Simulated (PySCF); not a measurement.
## Two runs on HF

System: HF.
Method of the first run: GIAO WP04/pcSseg-2 NMR shielding, non-relativistic, gas phase (PySCF 2.14.0).

The geometry comes from this level: PBE0-D3(BJ)/def2-SVP. Text and figures count atoms from 1; the logs count them from 0 in places.

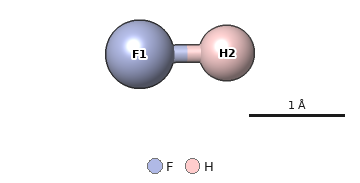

Fig. 1: The structure as given in the input (ball-and-stick view, seen on its broad side; atoms are numbered from 1 in the order of the input).

**Input file, the first run**
```
{"job": {"kind": "nmr", "xc": "WP04", "basis": "pcSseg-2", "pop": false}, "charge": 0, "multiplicity": 1}
F      0.462732    -0.006667    -0.004642
H     -0.457212     0.009207    -0.023648
```

The first line tells a small driver script what to run in PySCF; the rest is the geometry in Å.

Command:
```bash
OMP_NUM_THREADS=1 python <driver script> task.json out
```

Hardware: 1 CPU thread, shared host.

**Output (the first run)**
```
coarse grid: 1712 points
cycle   1  E = -102.1392625723  dE =  1.533e-02  |g| = 8.065e-01  |ddm| = 6.947e-01
cycle   2  E = -101.9928522239  dE =  1.464e-01  |g| = 1.293e+00  |ddm| = 7.475e-01
cycle   3  E = -102.2319929128  dE = -2.391e-01  |g| = 2.782e-02  |ddm| = 4.800e-01
cycle   4  E = -102.2321239596  dE = -1.310e-04  |g| = 6.688e-03  |ddm| = 1.291e-02
cycle   5  E = -102.2321285450  dE = -4.585e-06  |g| = 1.448e-03  |ddm| = 2.289e-03
final grid: 16976 points
cycle   6  E = -102.2248768300  dE = -5.195e-05  |g| = 3.430e-03  |ddm| = 9.443e-03
cycle   7  E = -102.2248757537  dE =  1.076e-06  |g| = 4.285e-03  |ddm| = 2.286e-03
cycle   8  E = -102.2248781808  dE = -2.427e-06  |g| = 4.883e-04  |ddm| = 1.494e-03
cycle   9  E = -102.2248782089  dE = -2.807e-08  |g| = 2.576e-05  |ddm| = 1.610e-04
cycle  10  E = -102.2248782090  dE = -7.283e-11  |g| = 6.318e-06  |ddm| = 1.230e-05
converged SCF energy = -102.2248782090

GIAO shielding tensors (ppm)
atom      isotropic    diamagn.    paramagn.     s11        s22        s33       span
  0 F      405.601     466.293     -60.692    366.036    366.037    484.731    118.695
  1 H       29.127      29.482      -0.355     21.884     21.884     43.614     21.731
```

The input of the second run differs as follows (lines with − go, lines with + come):
```diff
-"xc": "WP04"
+"xc": "LC-wPBE"
```

What does this change do to the results?

The total energies belong to different methods, so their difference says nothing on which is more stable or more accurate. The HOMO goes from −12.84 to −14.71 eV. The LUMO goes from −1.23 to 2.25 eV. Of all shieldings, the largest change is that of F1, by +9.1 ppm. The functional changes from WP04 to LC-wPBE. Exact exchange removes part of the self-interaction error of semilocal functionals, which pushes filled and empty levels apart. The number of SCF iterations is the same.

**Output (the second run)**
```
coarse grid: 1712 points
cycle   1  E = -100.4053615701  dE = -1.029e-01  |g| = 4.926e-01  |ddm| = 6.622e-01
cycle   2  E = -100.4115532288  dE = -6.192e-03  |g| = 5.111e-01  |ddm| = 3.606e-01
cycle   3  E = -100.4438641971  dE = -3.231e-02  |g| = 2.836e-02  |ddm| = 1.470e-01
cycle   4  E = -100.4439444471  dE = -8.025e-05  |g| = 5.356e-03  |ddm| = 1.032e-02
cycle   5  E = -100.4439499965  dE = -5.549e-06  |g| = 5.293e-04  |ddm| = 5.603e-03
final grid: 16976 points
cycle   6  E = -100.4415598809  dE = -4.665e-05  |g| = 2.724e-03  |ddm| = 1.007e-02
cycle   7  E = -100.4415601798  dE = -2.988e-07  |g| = 2.387e-03  |ddm| = 1.559e-03
cycle   8  E = -100.4415607980  dE = -6.183e-07  |g| = 2.492e-04  |ddm| = 7.149e-04
cycle   9  E = -100.4415608097  dE = -1.168e-08  |g| = 3.199e-05  |ddm| = 1.083e-04
cycle  10  E = -100.4415608101  dE = -4.122e-10  |g| = 6.691e-06  |ddm| = 2.646e-05
converged SCF energy = -100.4415608101

GIAO shielding tensors (ppm)
atom      isotropic    diamagn.    paramagn.     s11        s22        s33       span
  0 F      414.702     463.476     -48.773    381.300    381.300    481.507    100.207
  1 H       29.126      29.814      -0.689     21.655     21.655     44.066     22.410
```

**The two runs side by side**

| quantity | the first run | the second run |
| --- | --- | --- |
| outcome | converged | converged |
| total energy (hartree) | −102.224878 | −100.441561 |
| HOMO (eV) | −12.84 | −14.71 |
| LUMO (eV) | −1.23 | 2.25 |
| dipole moment (D) | 1.89 | 1.90 |
| shielding of F1 (ppm) | 405.6 | 414.7 |
| shielding of H2 (ppm) | 29.1 | 29.1 |
| SCF iterations | 10 | 10 |
| basis functions | 50 | 50 |
| wall time (shared host) | 0.65 s | 0.88 s |
